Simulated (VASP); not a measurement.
Band structure of NaH (rock salt). Method: TPSS meta-GGA, VASP's PBE PAW potentials (set 64) (plane waves; VASP 6.6.1).

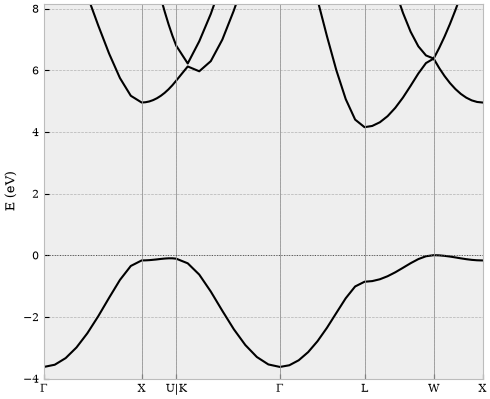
Figure: Bands along high-symmetry lines, zero at the valence-band maximum or, without a gap, the Fermi level

Problem. Read the plot: is there a gap, and where are the band edges?

Solution. The gap is indirect, 4.15 eV, from the valence maximum at W to the conduction minimum at L.

The compound is NaH in the rock salt structure. It was relaxed first.
